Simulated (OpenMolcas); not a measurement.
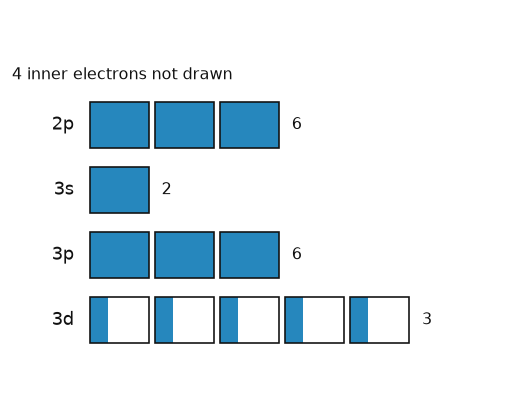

**Figure 1.** The outer shells of the leading configuration of the lowest level: a box for each of the 2l + 1 orbitals, shaded by the share of the shell that is filled, with the electron count at the right.

Cr³⁺ complex: multiconfigurational calculation (part 1 of 2)

System: Cr³⁺ with 6 ligands (S and Cl; tetragonal octahedron, 2.5 Å), neutralised by 6 outer point charges of +1.2 e, whose field is part of the energies.
Method: state-averaged CASSCF, active space 3 electrons in the shell 3d, basis ANO-RCC-VTZP on the metal and ANO-RCC-VDZP on the ligands, DKH2 scalar Hamiltonian, spin-orbit coupling by RASSI with atomic mean-field integrals (OpenMolcas).

### The input
```
&GATEWAY
Coord
7

Cr 0.0 0.0 0.0
S 2.500000 0.000000 0.000000
S 0.000000 2.500000 0.000000
S -2.500000 0.000000 0.000000
S 0.000000 -2.500000 0.000000
Cl 0.000000 0.000000 2.475000
Cl 0.000000 0.000000 -2.475000
Basis=Cr.ANO-RCC-VTZP,Cl.ANO-RCC-VDZP,S.ANO-RCC-VDZP
Group=XYZ
NoMove
AngMom=0.0 0.0 0.0
AMFI
RICD
XField
3 Angstrom 0
5.700000 0.000000 0.000000 1.166667
0.000000 5.700000 0.000000 1.166667
0.000000 0.000000 5.675000 1.166667
&SEWARD
&RASSCF
FileOrb=start.orb
Symmetry=1
Spin=4
nActEl=3 0 0
Inactive=30 33
Ras2=5 0
CIRoot=10 10 1
SDav=10
CIMx=300
Iter=150 100
PrWF=0.3
OrbListing=Nothing
MaxOrb=0
LevShft=1.0
>>> COPY $Project.JobIph JOB001
&RASSCF
FileOrb=start.orb
Symmetry=1
Spin=2
nActEl=3 0 0
Inactive=30 33
Ras2=5 0
CIRoot=40 40 1
SDav=40
CIMx=300
Iter=150 100
PrWF=0.3
OrbListing=Nothing
MaxOrb=0
LevShft=1.0
>>> COPY $Project.JobIph JOB002
&RASSI
NrOfJobIphs=2 10 40
1 2 3 4 5 6 7 8 9 10
1 2 3 4 5 6 7 8 9 10 11 12 13 14 15 16 17 18 19 20 21 22 23 24 25 26 27
28 29 30 31 32 33 34 35 36 37 38 39 40
IphNames
JOB001
JOB002
EJob
SpinOrbit
DIPRint=1.0
SOCoupling=1000.0
Subsets=2
Property=9
'ANGMOM' 1 'ANGMOM' 2 'ANGMOM' 3 'MLTPL  1' 1 'MLTPL  1' 2 'MLTPL  1' 3
'AMFI' 1 'AMFI' 2 'AMFI' 3
SOProperty=3
'ANGMOM' 1 'ANGMOM' 2 'ANGMOM' 3
```

The file start.orb holds starting orbitals from an earlier step. A driver script formed the levels outside the program, from RASSI's spin-orbit matrix and the active-space energies, averaged over the components of each term or state.

Command:
```bash
OMP_NUM_THREADS=1 MOLCAS_MEM=2457 MOLCAS_PROJECT=a pymolcas a.inp > a.log  # once for each step of the input, in one work folder
```

### The program's output (extracts)
```
--- SEWARD ---
Basis set label: CR.ANO-RCC...6S5P3D2F1G.

      Electronic valence basis set:
      ------------------
      Associated Effective Charge  24.000000 au
      Associated Actual Charge     24.000000 au
      Nuclear Model: Point charge

      Shell  nPrim  nBasis  Cartesian Spherical Contaminant
         s      21       6        X
         p      15       5        X
         d      10       3                 X
         f       6       2                 X
         g       4       1                 X
                  Relativistic Douglas-Kroll-Hess integrals:
                    - DKH order of Hamiltonian: 2
                    - DKH order of Properties : 0
                  Atomic mean-field integrals
--- RASSCF ---
Wave function specifications:
      -----------------------------

      Number of closed shell electrons         126
      Number of electrons in active shells       3
      Max number of holes in RAS1 space          0
      Max nr of electrons in RAS3 space          0
      Number of inactive orbitals               63
      Number of active orbitals                  5
      Number of secondary orbitals              99
      Spin quantum number                      1.5
      State symmetry                             1
Orbital specifications:
      -----------------------

      Symmetry species                           1   2
                                                ag  au
      Frozen orbitals                            0   0
      Inactive orbitals                         30  33
      Active orbitals                            5   0
      RAS1 orbitals                              0   0
      RAS2 orbitals                              5   0
      RAS3 orbitals                              0   0
      Secondary orbitals                        49  50
      Deleted orbitals                           0   0
      Number of basis functions                 84  83
      Number of CSFs                            10
      Number of root(s) required                10
      Iter CI   SX   CI       RASSCF       Energy    max ROT     max BLB   max BLB  Level Ln srch  Step   QN
          iter iter root      energy       change     param      element    value   shift minimum  type update
 Nr of preliminary CI iterations:   1
      Total energies have been shifted. Add                -3000.00 au
        1   1   13    0  -566.91647215    0.00E+00  -9.76E-02    5  45 2 -3.09E-01*  1.30   0.00    SX    NO
        2   1   14    0  -567.78722127   -8.71E-01*  5.19E-02   17  68 1 -1.71E-01*  1.03   0.00    SX    NO
        3   1   14    0  -568.12513021   -3.38E-01*  4.07E-02   22  55 2 -1.07E-01*  0.91   0.00    SX    NO
        4   1   14    0  -568.23436105   -1.09E-01*  2.64E-02   22  55 2 -6.86E-02*  0.84   0.00    SX    NO
        5   1   14    0  -568.27112298   -3.68E-02*  2.94E-02   22  55 2 -4.53E-02*  0.82   2.42    LS   YES
        6   1   14    0  -568.28991859   -1.88E-02* -1.62E-02   11  34 2 -2.52E-02*  0.78   1.28    QN   YES
        7   1   14    0  -568.29792627   -8.01E-03*  1.56E-02   11  34 2 -1.90E-02*  0.79   2.10    LS   YES
        8   1   13    0  -568.30089243   -2.97E-03*  6.78E-03   12  61 1  1.52E-02*  0.79   1.14    QN   YES
        9   1   13    0  -568.30324573   -2.35E-03* -5.12E-03   18  66 2 -7.76E-03*  0.79   1.79    LS   YES
       10   1   13    0  -568.30380979   -5.64E-04* -3.02E-03    6  46 2  8.29E-03*  0.79   1.04    QN   YES
        ...
       20   1    8    0  -568.30453416   -1.32E-07* -5.19E-05    5  35 2 -6.06E-05   0.79   1.81    LS   YES
       21   1    7    0  -568.30453420   -3.89E-08*  4.48E-05    1  44 2  5.05E-05   0.79   1.06    QN   YES
       22   1    7    0  -568.30453422   -2.39E-08*  3.17E-05    1  44 2  1.89E-05   0.79   1.29    QN   YES
       23   1    6    0  -568.30453423   -6.96E-09  -1.38E-05   19  35 1  1.04E-05   0.79   1.24    QN   YES
      Convergence after 23 iterations
       24   1    6    0  -568.30453423   -1.38E-09  -1.38E-05   30  36 1 -5.87E-06   0.79   1.24    QN   YES
      Natural orbitals and occupation numbers for root  1
      sym 1:   1.000000   1.000000  -0.000000   1.000000   0.000000
      Natural orbitals and occupation numbers for root  2
      sym 1:   0.989984   0.989984   1.000000   0.010016   0.010016
      Natural orbitals and occupation numbers for root  3
      sym 1:   0.989984   0.010016   0.010016   1.000000   0.989984
::    RASSCF root number  1 Total energy:  -3568.36811382
::    RASSCF root number  2 Total energy:  -3568.33830539
::    RASSCF root number  3 Total energy:  -3568.33830539
::    RASSCF root number  4 Total energy:  -3568.32601308
::    RASSCF root number  5 Total energy:  -3568.31664045
::    RASSCF root number  6 Total energy:  -3568.30458949
::    RASSCF root number  7 Total energy:  -3568.30458949
::    RASSCF root number  8 Total energy:  -3568.25704653
::    RASSCF root number  9 Total energy:  -3568.24586934
::    RASSCF root number 10 Total energy:  -3568.24586934
--- RASSCF ---
Wave function specifications:
      -----------------------------

      Number of closed shell electrons         126
      Number of electrons in active shells       3
      Max number of holes in RAS1 space          0
      Max nr of electrons in RAS3 space          0
      Number of inactive orbitals               63
      Number of active orbitals                  5
      Number of secondary orbitals              99
      Spin quantum number                      0.5
      State symmetry                             1
Orbital specifications:
      -----------------------

      Symmetry species                           1   2
                                                ag  au
      Frozen orbitals                            0   0
      Inactive orbitals                         30  33
      Active orbitals                            5   0
      RAS1 orbitals                              0   0
      RAS2 orbitals                              5   0
      RAS3 orbitals                              0   0
      Secondary orbitals                        49  50
      Deleted orbitals                           0   0
      Number of basis functions                 84  83
      Number of CSFs                            40
      Number of root(s) required                40
      Iter CI   SX   CI       RASSCF       Energy    max ROT     max BLB   max BLB  Level Ln srch  Step   QN
          iter iter root      energy       change     param      element    value   shift minimum  type update
 Nr of preliminary CI iterations:   1
      Total energies have been shifted. Add                -3000.00 au
        1   1   13    0  -568.20329207    0.00E+00  -1.14E-02   32  38 1 -1.23E-02*  0.83   0.00    SX    NO
        2   1   12    0  -568.20473881   -1.45E-03*  4.37E-03   26  34 1  6.50E-03*  0.84   0.00    SX    NO
        3   1   11    0  -568.20523982   -5.01E-04* -2.96E-03   26  34 1  4.24E-03*  0.83   0.00    SX    NO
        4   1   11    0  -568.20545442   -2.15E-04*  2.08E-03   26  34 1  3.30E-03*  0.83   0.00    SX    NO
        5   1   11    0  -568.20555557   -1.01E-04*  3.05E-03   26  34 1  2.38E-03*  0.83   2.50    LS   YES
        6   1   10    0  -568.20563904   -8.35E-05*  1.73E-03   21  45 2  1.06E-03*  0.83   1.57    LS   YES
        7   1   10    0  -568.20565183   -1.28E-05*  3.49E-04   21  45 2  1.59E-03*  0.83   1.01    QN   YES
        8   1   10    0  -568.20565918   -7.35E-06* -7.20E-04   25  36 1 -5.63E-04*  0.83   1.81    QN   YES
        9   1    9    0  -568.20566441   -5.23E-06*  1.73E-04   19  46 2 -3.64E-04*  0.83   1.18    QN   YES
       10   1    8    0  -568.20566499   -5.78E-07*  1.38E-04   19  46 2 -1.67E-04*  0.83   1.61    QN   YES
       11   1    8    0  -568.20566527   -2.81E-07*  6.87E-05   25  42 1 -5.82E-05   0.83   1.32    QN   YES
       12   1    7    0  -568.20566534   -6.88E-08*  4.51E-05   20  44 2  4.47E-05   0.83   1.35    QN   YES
       13   1    7    0  -568.20566536   -2.40E-08*  2.16E-05   19  36 2 -2.40E-05   0.83   1.22    QN   YES
       14   1    6    0  -568.20566537   -6.47E-09   9.34E-06   26  63 1 -1.04E-05   0.83   1.44    QN   YES
      Convergence after 14 iterations
       15   1    6    0  -568.20566537   -1.84E-09   9.34E-06   26  72 1 -5.75E-06   0.83   1.44    QN   YES
      Natural orbitals and occupation numbers for root  1
      sym 1:   0.990627   0.104602   0.895911   0.990627   0.018233
      Natural orbitals and occupation numbers for root  2
      sym 1:   0.957005   0.043977   0.988926   0.957005   0.053087
      Natural orbitals and occupation numbers for root  3
      sym 1:   1.357876   0.023884   0.597623   0.906874   0.113744
::    RASSCF root number  1 Total energy:  -3568.28411599
::    RASSCF root number  2 Total energy:  -3568.28192581
::    RASSCF root number  3 Total energy:  -3568.28084762
::    RASSCF root number  4 Total energy:  -3568.28084762
::    RASSCF root number  5 Total energy:  -3568.27851051
::    RASSCF root number  6 Total energy:  -3568.26158954
::    RASSCF root number  7 Total energy:  -3568.26158954
::    RASSCF root number  8 Total energy:  -3568.26156765
::    RASSCF root number  9 Total energy:  -3568.26017685
::    RASSCF root number 10 Total energy:  -3568.25444727
::    RASSCF root number 11 Total energy:  -3568.25444727
::    RASSCF root number 12 Total energy:  -3568.25094775
::    RASSCF root number 13 Total energy:  -3568.24882194
::    RASSCF root number 14 Total energy:  -3568.24000726
::    RASSCF root number 15 Total energy:  -3568.23901183
::    RASSCF root number 16 Total energy:  -3568.23901183
::    RASSCF root number 17 Total energy:  -3568.22992641
::    RASSCF root number 18 Total energy:  -3568.22964781
::    RASSCF root number 19 Total energy:  -3568.22568014
::    RASSCF root number 20 Total energy:  -3568.22563657
::    RASSCF root number 21 Total energy:  -3568.22563656
::    RASSCF root number 22 Total energy:  -3568.21629166
::    RASSCF root number 23 Total energy:  -3568.21629166
::    RASSCF root number 24 Total energy:  -3568.20646319
::    RASSCF root number 25 Total energy:  -3568.20102559
::    RASSCF root number 26 Total energy:  -3568.20102559
::    RASSCF root number 27 Total energy:  -3568.19404899
::    RASSCF root number 28 Total energy:  -3568.17773463
::    RASSCF root number 29 Total energy:  -3568.17303085
::    RASSCF root number 30 Total energy:  -3568.16917066
```

(Continued in part 2.) Outcome of the run: converged.
